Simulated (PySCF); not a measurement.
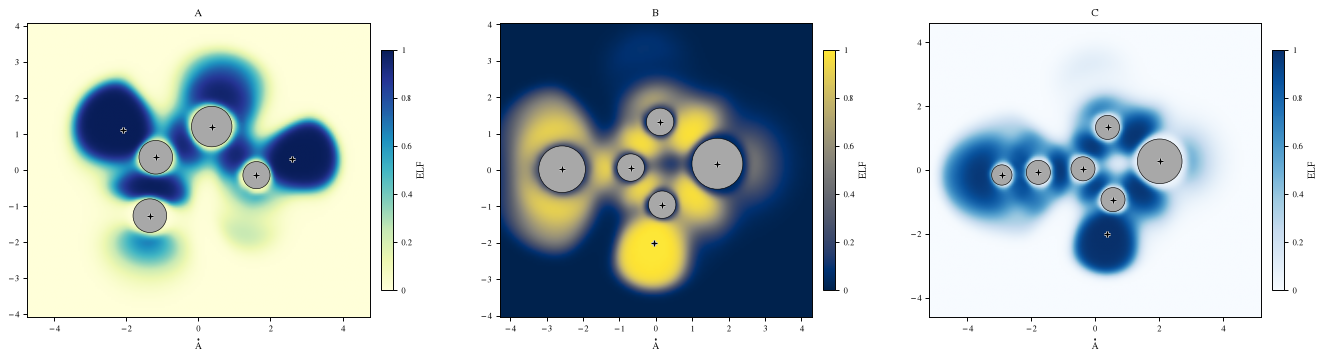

The electron localisation function of 3 systems, each on a plane through atoms (crosses mark nuclei in the plane; grey discs cover the cores).

The calculation used PySCF, wB97X-D/def2-SVPD, SCF density, gas phase.

System 1: C₃H₄BrClSi, the plane of atoms C2, C5 and Br6. Geometry: GFN2-xTB.

```xyz
10

Cl    0.1450    2.4548   -0.2147
C     0.1133    0.8367    0.5496
Si   -1.3199   -0.3573   -0.0193
C     0.3093   -1.1191   -0.5990
C     1.0506   -0.1218   -0.1064
Br    2.9231    0.1037   -0.1684
H     0.3125    0.9984    1.6077
H    -2.0090   -1.0284    1.0760
H    -2.1790    0.2325   -1.0336
H     0.6630   -1.9949   -1.1144
```

System 2: C₄H₄ClNSi, the plane of atoms C4, C3 and C6. Geometry: GFN2-xTB.

| atom | x (Å) | y (Å) | z (Å) |
| --- | --- | --- | --- |
| N | 1.8637 | 2.7607 | 0.0418 |
| C | 1.1549 | 1.8578 | 0.0396 |
| C | 0.2934 | 0.7503 | 0.0224 |
| C | -1.0131 | 0.6714 | 0.3429 |
| Si | -1.1510 | -1.1861 | 0.0008 |
| C | 0.6816 | -0.6468 | -0.3922 |
| Cl | 1.9525 | -1.3384 | 0.6639 |
| H | -1.6381 | 1.4888 | 0.6631 |
| H | -1.2654 | -2.0593 | 1.1583 |
| H | -1.9412 | -1.5862 | -1.1583 |
| H | 1.0681 | -0.7096 | -1.4085 |

System 3: CH₅B₂FS (SMILES BBSCF), the plane of atoms B1, B2 and S3. Geometry: GFN2-xTB.

```xyz
10

B     1.5100    0.5719   -0.0032
B     0.9871   -0.9236    0.3799
S    -0.7064   -1.4376    0.3359
C    -1.6006    0.0455   -0.2702
F    -1.3227    1.1486    0.4757
H     1.7012    1.3929    0.8106
H     1.7321    0.9060   -1.1063
H     1.6854   -1.7997    0.7325
H    -2.6711   -0.1567   -0.1904
H    -1.3061    0.2572   -1.3009
```

**Which map belongs to which system?**

Panel A is system 3, CH₅B₂FS: the plane holds B, S, C and H. B–B (1.63 Å): the ELF peaks at about 1 between the atoms; localised, covalent bonding. Panel B is system 1, C₃H₄BrClSi: the plane holds C, Si, Br and H. C–C (1.34 Å): the ELF peaks at about 0.90 between the atoms: a multiple bond. Panel C is system 2, C₄H₄ClNSi: the plane holds N, C, Si and H. C–N (1.15 Å): the ELF peaks at about 0.85 between the atoms; a multiple bond.
